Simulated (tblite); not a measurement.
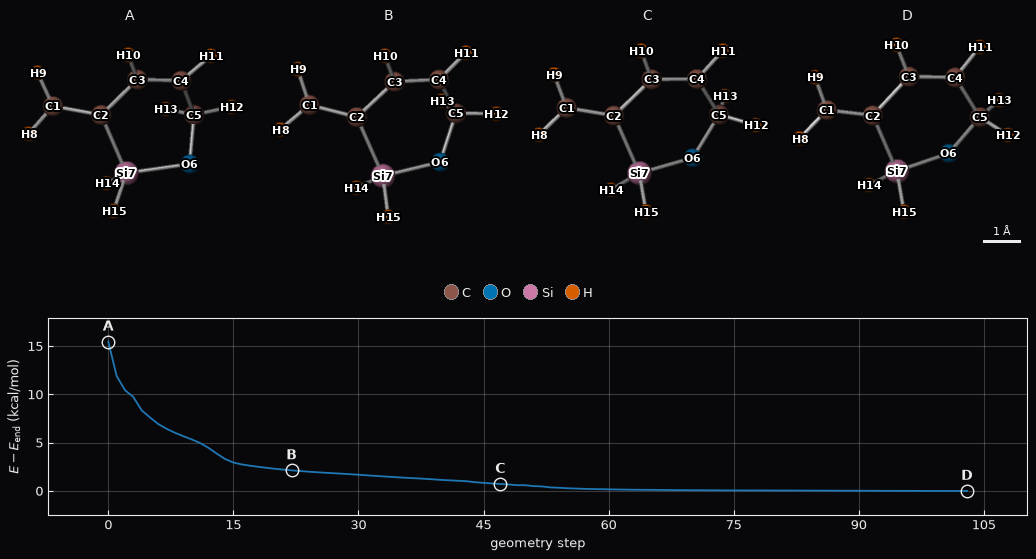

Frames of a relaxation of C₅H₈OSi, marked on the history of the run. A ball-and-stick model, seen from a free direction.

Level of theory: GFN2-xTB geometry optimisation, gas phase (tblite 0.8.0). 

What happens along the run?

Answer. The largest move after the best rigid fit is that of H13, 1.56 Å. Largest moves by element: H 1.56 Å, O 0.98 Å, C 0.40 Å, Si 0.31 Å. Near-neighbour distances that change, for instance: O6–Si7 1.738 → 1.625 Å, C5–H13 1.128 → 1.099 Å, C2–Si7 1.860 → 1.886 Å, Si7–H14 1.471 → 1.456 Å. Bond angles that change, for instance: C5–O6–Si7 103.6° → 125.6°, C2–C3–C4 115.9° → 125.4°, O6–Si7–H14 109.9° → 102.3°. Groups turn about C5–O6 by about 105°, C4–C5 by about 75°, O6–Si7 by about 65°. After 103 geometry steps the energy has fallen by 15.5 kcal/mol. Cost: 0.64 s on 1 thread of Arm Neoverse V1, on a shared host. From step 0 to 22: H13 moves most (0.55 Å), energy −13.3 kcal/mol. From step 22 to 47: H13 moves most (0.65 Å), energy −1.41 kcal/mol. From step 47 to 103: H atoms move most (0.47 Å), energy −0.72 kcal/mol.
